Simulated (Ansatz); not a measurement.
# SiCl (quartet): correlated methods under varied settings at distance Si1–Cl2 = 1.656 Å

What do other methods and options give for SiCl (quartet) at this geometry, and how long do they take?

The runs use Ansatz 0.2.0, Gaussian basis; the settings change from run to run.

17 further runs of the same task are left out: 14 that didn't finish, 3 set aside as unsound or not needed.

## 1. What is computed

The geometry derives from a PBE0/def2-TZVP stationary point (not a proven minimum). One bond is set to the value named and the two fragments are kept rigid.

2 atoms, charge 0, spin multiplicity 4.

Atoms are counted from 1 here; the program's logs count them from 0.

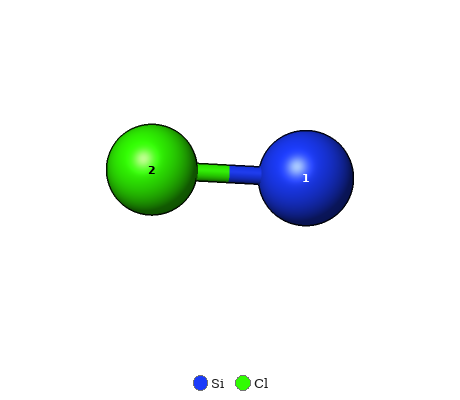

The structure; silicon blue, chlorine green; atoms are numbered from 1 in the order of the file.

Coordinates:

```xyz
2
charge 0, multiplicity 4
Si    0.00000    0.00000    0.00000
Cl    0.00000    0.00000    1.65600
```

## 2. CCSD(T) on ROHF/6-31G

Contents of in.yaml:

```yaml
crystal:
  periodic: [false, false, false]
  atoms:
    - {symbol: Si, position_ang: [0.000000, 0.000000, 0.000000]}
    - {symbol: Cl, position_ang: [0.000000, 0.000000, 1.656000]}
basis:
  gaussian: {orbitals: 6-31G, fitting: {mean_field: def2-universal-jkfit}}
magnetization: {spin_polarized: false, initial_magnetization: 3}
correlation: {method: ccsd_t, electrons: all, diis_vectors: 1}
```

Run with:

```bash
> ansatz run in.yaml --threads 1 --pin off --events-out ev --progress --plain --max-ram 2393MiB
```

Output:

```text
Functional definition: HF
  name "HF"
  cite "Fock, Z. Phys. 61, 126 (1930) doi:10.1007/BF01340294"
  parent pbe
  exchange = exact_x
  correlation = 0
256 factors; integrals over basis functions are off by at most 2.7e-4 eV
mean field evaluation 1: about -20355.5829 eV, gradient 1.0e1 eV
mean field evaluation 2: about -20356.7324 eV, gradient 3.8e0 eV
mean field evaluation 4: about -20356.8406 eV, gradient 2.2e-1 eV
mean field evaluation 8: about -20356.7326 eV, gradient 3.8e0 eV
mean field -20356.84090241 eV, -748.1001048012 hartree, gradient 1.0e-6 eV, S^2 3.750000; 0 other end points of the search recorded, 0 dependent functions left out
mean field evaluation 16: about -20356.8689 eV, gradient 1.5e-1 eV
reference -20356.84090241 eV, -748.1001048012 hartree; 17, 14 occupied and 9, 12 virtual orbitals, 256 factors
second order -1.47266960 eV of doubles, -0.01937176 eV of singles
cycle   1  -1.64384744 eV  change   -1.5e-1 eV  update   4.0e-2
cycle   2  -1.71606048 eV  change   -7.2e-2 eV  update   1.4e-2
cycle   3  -1.72373813 eV  change   -7.7e-3 eV  update   4.8e-3
cycle   4  -1.72380184 eV  change   -6.4e-5 eV  update   1.4e-3
cycle   5  -1.72309609 eV  change    7.1e-4 eV  update   5.4e-4
cycle   6  -1.72300571 eV  change    9.0e-5 eV  update   1.5e-4
cycle   7  -1.72290667 eV  change    9.9e-5 eV  update   6.5e-5
cycle   8  -1.72289351 eV  change    1.3e-5 eV  update   2.4e-5
perturbative correction -0.02786347 eV, -0.0010239636 hartree
Total energy: -20358.59165938 eV, -748.1644439333 hartree
```

Wall time 1 s (1 thread of Arm Neoverse N1, shared host).

From the report: correlation -1.7508 eV; T1 0.008; largest double amplitude 0.03.

## 3. BCCD on UHF/def2-mTZVP

Contents of in.yaml:

```yaml
crystal:
  periodic: [false, false, false]
  atoms:
    - {symbol: Si, position_ang: [0.000000, 0.000000, 0.000000]}
    - {symbol: Cl, position_ang: [0.000000, 0.000000, 1.656000]}
basis:
  gaussian: {orbitals: def2-mTZVP}
magnetization: {spin_polarized: true, initial_magnetization: 3}
correlation: {method: bccd, electrons: valence}
scf: {lower_state_search: off}
output: {forces: true}
```

Launched as before.

Output, shortened:

```text
Functional definition: HF
  name "HF"
  cite "Fock, Z. Phys. 61, 126 (1930) doi:10.1007/BF01340294"
  parent pbe
[...]
368 factors; integrals over basis functions are off by at most 1.1e-3 eV
[...]
mean field -20360.58814917 eV, -748.2378135798 hartree, gradient 4.5e-6 eV, S^2 3.753899; 0 other end points of the search recorded, 0 dependent functions left out
10 core orbitals not correlated: weight in the atoms' cores, before any rotation towards them, 1.000 or more for the frozen orbitals, at most 0.000 for the correlated occupied ones
reference -20360.58814917 eV, -748.2378135798 hartree; 7, 4 occupied and 27, 30 virtual orbitals, 368 factors
second order -4.71129230 eV of doubles, -0.00000000 eV of singles
cycle   1  -5.04449541 eV  change   -3.3e-1 eV  update   4.2e-2
[...]
cycle  10  -5.15224808 eV  change   -3.8e-7 eV  update   1.8e-6
[...]
Total energy: -20365.74039726 eV, -748.4271552045 hartree
Atom 0 at     0.000000     0.000000     0.000000 Å, force    -0.000000     0.000000   -20.503102 eV/Å
Atom 1 at     0.000000     0.000000     1.656000 Å, force     0.000000     0.000000    20.503102 eV/Å
Dipole moment:     0.000000    -0.000000     0.034229 e Å
Checks for a lower state left out: starts, cluster_reference, orbital_swaps, neighbouring_geometries, increment
```

It took 3.4 s on 1 thread of Arm Neoverse N1, shared host.

From the report: ⟨S²⟩ of the determinant 3.754 (pure quartet: 3.75); correlation -5.1522 eV; largest double amplitude 0.02.

## 4. CCSD on ROHF/cc-pVTZ-DK

Contents of in.yaml:

```yaml
crystal:
  periodic: [false, false, false]
  atoms:
    - {symbol: Si, position_ang: [0.000000, 0.000000, 0.000000]}
    - {symbol: Cl, position_ang: [0.000000, 0.000000, 1.656000]}
basis:
  gaussian: {orbitals: cc-pVTZ-DK}
magnetization: {spin_polarized: false, initial_magnetization: 3}
hamiltonian: {pseudopotentials: {relativity: scalar}}
correlation: {method: ccsd, electrons: outside_noble_gas}
```

The command is unchanged.

Output, shortened:

```text
Functional definition: HF
  name "HF"
  cite "Fock, Z. Phys. 61, 126 (1930) doi:10.1007/BF01340294"
  parent pbe
[...]
410 factors; integrals over basis functions are off by at most 1.4e-3 eV
[...]
mean field -20416.03089685 eV, -750.2752969764 hartree, gradient 4.0e-6 eV, S^2 3.750000; 0 other end points of the search recorded, 0 dependent functions left out
[...]
10 core orbitals not correlated: weight in the atoms' cores, before any rotation towards them, 1.000 or more for the frozen orbitals, at most 0.000 for the correlated occupied ones
reference -20416.03089685 eV, -750.2752969764 hartree; 7, 4 occupied and 51, 54 virtual orbitals, 410 factors
second order -6.44053901 eV of doubles, -0.02922876 eV of singles
cycle   1  -6.89383163 eV  change   -4.2e-1 eV  update   5.5e-2
[...]
cycle  10  -7.09518705 eV  change    1.2e-6 eV  update   5.0e-6
Total energy: -20423.12608390 eV, -750.5360402913 hartree
Relativity: scalar
```

Run time: 2.7 s. Hardware: 1 thread of Arm Neoverse N1, shared host.

From the report: correlation -7.0952 eV; T1 0.019; largest double amplitude 0.05.

## 5. BCCD(T) on ROHF/6-31G

Contents of in.yaml:

```yaml
crystal:
  periodic: [false, false, false]
  atoms:
    - {symbol: Si, position_ang: [0.000000, 0.000000, 0.000000]}
    - {symbol: Cl, position_ang: [0.000000, 0.000000, 1.656000]}
basis:
  gaussian: {orbitals: 6-31G}
magnetization: {spin_polarized: false, initial_magnetization: 3}
correlation: {method: bccd_t, electrons: outside_noble_gas, diis_vectors: 2}
scf: {lower_state_search: off}
```

Same command.

Output, shortened:

```text
Functional definition: HF
  name "HF"
  cite "Fock, Z. Phys. 61, 126 (1930) doi:10.1007/BF01340294"
  parent pbe
[...]
283 factors; integrals over basis functions are off by at most 8.6e-5 eV
[...]
mean field -20356.84170932 eV, -748.1001344546 hartree, gradient 4.5e-6 eV, S^2 3.750000; 0 other end points of the search recorded, 0 dependent functions left out
10 core orbitals not correlated: weight in the atoms' cores, before any rotation towards them, 1.000 or more for the frozen orbitals, at most 0.000 for the correlated occupied ones
reference -20356.84170932 eV, -748.1001344546 hartree; 7, 4 occupied and 9, 12 virtual orbitals, 283 factors
second order -1.31309209 eV of doubles, -0.01918504 eV of singles
cycle   1  -1.50371134 eV  change   -1.7e-1 eV  update   3.9e-2
[...]
cycle   9  -1.56941008 eV  change    3.7e-6 eV  update   1.2e-5
perturbative correction -0.03001963 eV, -0.0011032011 hartree
Total energy: -20358.44113903 eV, -748.1589124123 hartree
Checks for a lower state left out: stability, starts, cluster_reference, orbital_swaps, neighbouring_geometries, increment
```

Wall time 0.72 s (1 thread of Arm Neoverse N1, shared host).

From the report: correlation -1.5994 eV; largest double amplitude 0.03.

## 6. MRCISD+Q(5,8)/6-31G

Contents of in.yaml:

```yaml
crystal:
  periodic: [false, false, false]
  atoms:
    - {symbol: Si, position_ang: [0.000000, 0.000000, 0.000000]}
    - {symbol: Cl, position_ang: [0.000000, 0.000000, 1.656000]}
basis:
  gaussian: {orbitals: 6-31G}
magnetization: {spin_polarized: false, initial_magnetization: 3}
correlation: {method: fic_mrcisd_q, electrons: outside_noble_gas, active_space: {window: {electrons: 5, orbitals: 8}, states: [{multiplicity: 4, weights: [1, 0.5, 1, 0.5]}, {multiplicity: 6, weights: [1]}], root: 0}}
```

Same command.

Output, shortened:

```text
Functional definition: HF
  name "HF"
  cite "Fock, Z. Phys. 61, 126 (1930) doi:10.1007/BF01340294"
  parent pbe
[...]
500 factors; integrals over basis functions are off by at most 4.4e-8 eV
[...]
mean field -20356.84189504 eV, -748.1001412797 hartree, gradient 5.6e-6 eV, S^2 3.750000; 0 other end points of the search recorded, 0 dependent functions left out
reference -20356.84189504 eV, -748.1001412797 hartree; 17, 14 occupied and 9, 12 virtual orbitals, 500 factors
state -20356.91154854 eV, -748.1027009986 hartree
state -20352.19550773 eV, -747.9293896956 hartree
state -20351.85852603 eV, -747.9170058464 hartree
state -20351.39087422 eV, -747.8998199593 hartree
contracted CI cycle   1: correlation 0.00000000 eV, 0.0000000000 hartree, residual 8.85e0 eV
contracted CI cycle   2: correlation -1.43634646 eV, -0.0527847587 hartree, residual 1.31e0 eV
[...]
state -20346.55394500 eV, -747.7220660893 hartree
contracted CI cycle   1: correlation 0.00000000 eV, 0.0000000000 hartree, residual 8.51e0 eV
contracted CI cycle   2: correlation -1.33999102 eV, -0.0492437615 hartree, residual 1.43e0 eV
contracted CI cycle   3: correlation -1.39351832 eV, -0.0512108538 hartree, residual 3.09e-1 eV
contracted CI cycle   4: correlation -1.39654177 eV, -0.0513219633 hartree, residual 9.49e-2 eV
contracted CI cycle   5: correlation -1.39682724 eV, -0.0513324544 hartree, residual 2.86e-2 eV
contracted CI cycle   6: correlation -1.39685566 eV, -0.0513334987 hartree, residual 9.44e-3 eV
contracted CI cycle   7: correlation -1.39685897 eV, -0.0513336205 hartree, residual 3.86e-3 eV
contracted CI cycle   8: correlation -1.39685972 eV, -0.0513336479 hartree, residual 2.28e-3 eV
contracted CI cycle   9: correlation -1.39685998 eV, -0.0513336576 hartree, residual 1.27e-3 eV
state -20346.55394500 eV, -747.7220660893 hartree; corrected -20347.99972309 eV, -747.7751974538 hartree
Total energy: -20358.44054584 eV, -748.1588906129 hartree
```

Wall time 20 s (1 thread of Arm Neoverse N1, shared host); peak memory 0.25 GiB.

From the report: 560 determinants; active occupations (of the averaged states) 1.61, 1.12, 0.88, 0.75, 0.63, 0.01, 0.01, 0.00.

## 7. CCSD/def2-SVPD

Contents of in.yaml:

```yaml
crystal:
  periodic: [false, false, false]
  atoms:
    - {symbol: Si, position_ang: [0.000000, 0.000000, 0.000000]}
    - {symbol: Cl, position_ang: [0.000000, 0.000000, 1.656000]}
basis:
  gaussian: {orbitals: def2-SVPD}
magnetization: {spin_polarized: false, initial_magnetization: 3}
hamiltonian: {xc: {name: r2SCAN}, pseudopotentials: {relativity: scalar}}
correlation: {method: ccsd, electrons: outside_noble_gas}
scf: {lower_state_search: full}
```

Launched as before.

Output, shortened:

```text
Functional definition: r2SCAN
  name "r2SCAN"
  cite "Furness, Kaplan, Ning, Perdew & Sun, J. Phys. Chem. Lett. 11, 8208 (2020) doi:10.1021/acs.jpclett.0c02405"
  cite "Furness, Kaplan, Ning, Perdew & Sun, J. Phys. Chem. Lett. 11, 9248 (2020) doi:10.1021/acs.jpclett.0c03077"
  parent r2scan
[...]
475 factors; integrals over basis functions are off by at most 6.7e-4 eV
[...]
mean field -20434.45268503 eV, -750.9522852054 hartree, gradient 7.3e-6 eV, S^2 3.750000; 5 other end points of the search recorded, 0 dependent functions left out
10 core orbitals not correlated: weight in the atoms' cores, before any rotation towards them, 1.000 or more for the frozen orbitals, at most 0.000 for the correlated occupied ones
reference -20402.44445971 eV, -749.7760046207 hartree; 7, 4 occupied and 34, 37 virtual orbitals, 475 factors
second order -5.16189006 eV of doubles, -0.15385844 eV of singles
cycle   1  -5.58171485 eV  change   -2.7e-1 eV  update   4.4e-2
[...]
cycle   9  -5.69995963 eV  change    2.9e-6 eV  update   7.9e-6
Total energy: -20408.14441934 eV, -749.9854742735 hartree
Relativity: scalar
```

Run time: 15 s. Hardware: 1 thread of Arm Neoverse N1, shared host.

From the report: correlation -5.7000 eV; T1 0.014; largest double amplitude 0.04. The orbitals are Kohn-Sham ones, so correlation energy and T1 don't compare with those on Hartree-Fock orbitals.

## 8. CCSDT on UHF/def2-mTZVP

Contents of in.yaml:

```yaml
crystal:
  periodic: [false, false, false]
  atoms:
    - {symbol: Si, position_ang: [0.000000, 0.000000, 0.000000]}
    - {symbol: Cl, position_ang: [0.000000, 0.000000, 1.656000]}
basis:
  gaussian: {orbitals: def2-mTZVP}
magnetization: {spin_polarized: true, initial_magnetization: 3}
hamiltonian: {pseudopotentials: {relativity: none}}
correlation: {method: ccsdt, electrons: outside_noble_gas, diis_vectors: 12}
```

Launched as before.

Output, shortened:

```text
Functional definition: HF
  name "HF"
  cite "Fock, Z. Phys. 61, 126 (1930) doi:10.1007/BF01340294"
  parent pbe
[...]
631 factors; integrals over basis functions are off by at most 9.6e-8 eV
[...]
mean field -20360.58822566 eV, -748.2378163906 hartree, gradient 4.3e-6 eV, S^2 3.753899; 0 other end points of the search recorded, 0 dependent functions left out
10 core orbitals not correlated: weight in the atoms' cores, before any rotation towards them, 1.000 or more for the frozen orbitals, at most 0.000 for the correlated occupied ones
reference -20360.58822566 eV, -748.2378163906 hartree; 7, 4 occupied and 27, 30 virtual orbitals, 631 factors
second order -4.71129459 eV of doubles, -0.00000000 eV of singles
cycle   1  -5.03729954 eV  change   -3.3e-1 eV  update   5.0e-2
[...]
cycle  13  -5.27828044 eV  change    1.9e-8 eV  update   5.1e-7
Total energy: -20365.86650610 eV, -748.4317896191 hartree
```

It took 9 s on 1 thread of Arm Neoverse N1, shared host.

From the report: ⟨S²⟩ of the determinant 3.754 (pure quartet: 3.75); correlation -5.2783 eV; T1 0.012; largest double amplitude 0.02.

## 9. CASSCF(5,6)/6-31G

Contents of in.yaml:

```yaml
crystal:
  periodic: [false, false, false]
  atoms:
    - {symbol: Si, position_ang: [0.000000, 0.000000, 0.000000]}
    - {symbol: Cl, position_ang: [0.000000, 0.000000, 1.656000]}
basis:
  gaussian: {orbitals: 6-31G}
magnetization: {spin_polarized: false, initial_magnetization: 3}
correlation: {active_space: {window: {electrons: 5, orbitals: 6}}}
scf: {lower_state_search: light}
```

Same command.

Output:

```text
Functional definition: HF
  name "HF"
  cite "Fock, Z. Phys. 61, 126 (1930) doi:10.1007/BF01340294"
  parent pbe
  exchange = exact_x
  correlation = 0
283 factors; integrals over basis functions are off by at most 8.6e-5 eV
mean field evaluation 1: about -20355.5756 eV, gradient 1.0e1 eV
mean field evaluation 2: about -20355.5822 eV, gradient 1.0e1 eV
mean field evaluation 4: about -20356.8277 eV, gradient 8.3e-1 eV
mean field evaluation 8: about -20356.8417 eV, gradient 8.9e-4 eV
mean field -20356.84170932 eV, -748.1001344546 hartree, gradient 4.5e-6 eV, S^2 3.750000; 0 other end points of the search recorded, 0 dependent functions left out
reference -20356.84170932 eV, -748.1001344546 hartree; 17, 14 occupied and 9, 12 virtual orbitals, 283 factors
state -20357.04978967 eV, -748.1077812665 hartree
the orbitals are reached from a further start. From the first start the search ends at -20357.04531679 eV, -748.1076168912 hartree
Total energy: -20357.04978967 eV, -748.1077812665 hartree
```

It took 1.5 s on 1 thread of Arm Neoverse N1, shared host.

From the report: 90 determinants; active occupations 1.99, 1.00, 1.00, 1.00, 0.01, 0.00.

## 10. CCSD(T)/6-31G

in.yaml: that of step 9 with these lines changed.

```diff
@@ -8,3 +8,3 @@
 magnetization: {spin_polarized: false, initial_magnetization: 3}
-correlation: {active_space: {window: {electrons: 5, orbitals: 6}}}
-scf: {lower_state_search: light}
+hamiltonian: {xc: {name: PBE}}
+correlation: {method: ccsd_t, electrons: valence}
```

Same command.

Output, shortened:

```text
Functional definition: PBE
  name "PBE"
  cite "Perdew, Burke & Ernzerhof, Phys. Rev. Lett. 77, 3865 (1996) doi:10.1103/PhysRevLett.77.3865"
  parent pbe
[...]
283 factors; integrals over basis functions are off by at most 8.6e-5 eV
[...]
mean field -20380.79472718 eV, -748.9803916251 hartree, gradient 3.6e-6 eV, S^2 3.750000; 0 other end points of the search recorded, 0 dependent functions left out
[...]
10 core orbitals not correlated: weight in the atoms' cores, before any rotation towards them, 1.000 or more for the frozen orbitals, at most 0.000 for the correlated occupied ones
reference -20356.45960368 eV, -748.0860923315 hartree; 7, 4 occupied and 9, 12 virtual orbitals, 283 factors
second order -1.42723813 eV of doubles, -0.20515390 eV of singles
cycle   1  -1.74632677 eV  change   -1.2e-1 eV  update   3.8e-2
[...]
cycle   8  -1.82221978 eV  change    1.6e-7 eV  update   7.2e-6
perturbative correction -0.03096519 eV, -0.0011379499 hartree
Total energy: -20358.31278866 eV, -748.1541956230 hartree
```

Wall time 1.3 s (1 thread of Arm Neoverse N1, shared host).

From the report: correlation -1.8532 eV; T1 0.023; largest double amplitude 0.03. The orbitals are Kohn-Sham ones, so correlation energy and T1 don't compare with those on Hartree-Fock orbitals.

## 11. All runs side by side

Where basis and cores are those of an earlier FCI/6-31G run (-20358.4453 eV), and the state is the same kind, the miss against it is given.

| level | correlated | functions | energy (eV) | from FCI (meV) | time |
| --- | --- | --- | --- | --- | --- |
| CCSD(T) on ROHF/6-31G | all | 26 | -20358.5917 |  | 1 s |
| BCCD on UHF/def2-mTZVP | valence | 44 | -20365.7404 |  | 3.4 s |
| CCSD on ROHF/cc-pVTZ-DK (relativity set) | outside noble gas | 68 | -20423.1261 |  | 2.7 s |
| BCCD(T) on ROHF/6-31G | outside noble gas | 26 | -20358.4411 | 4.2 | 0.72 s |
| MRCISD+Q(5,8)/6-31G (lowest root of an average) | outside noble gas | 26 | -20358.4405 |  | 20 s |
| CCSD/def2-SVPD (on r2SCAN orbitals, relativity set) | outside noble gas | 51 | -20408.1444 |  | 15 s |
| CCSDT on UHF/def2-mTZVP | outside noble gas | 44 | -20365.8665 |  | 9 s |
| CASSCF(5,6)/6-31G |  | 26 | -20357.0498 | 1395.5 | 1.5 s |
| CCSD(T)/6-31G (on PBE orbitals) | valence | 26 | -20358.3128 | 132.5 | 1.3 s |

## 12. Summary of results

```
quantity                                                  value
    runs                                                      9
quickest                          BCCD(T) on ROHF/6-31G, 0.72 s
 slowest  MRCISD+Q(5,8)/6-31G (lowest root of an average), 20 s
```

In words: Total energies in different bases, with other cores or another treatment of relativity can't be set against each other. MRCISD+Q(5,8)/6-31G (lowest root of an average) took 28 times as long as BCCD(T) on ROHF/6-31G; the jobs differ in more than the method. Among the correlated runs with a miss given, it spans +4 to +133 meV. Hartree-Fock, CASSCF and CASCI lack dynamic correlation by design. Cores frozen from Kohn-Sham orbitals shift the total energy.
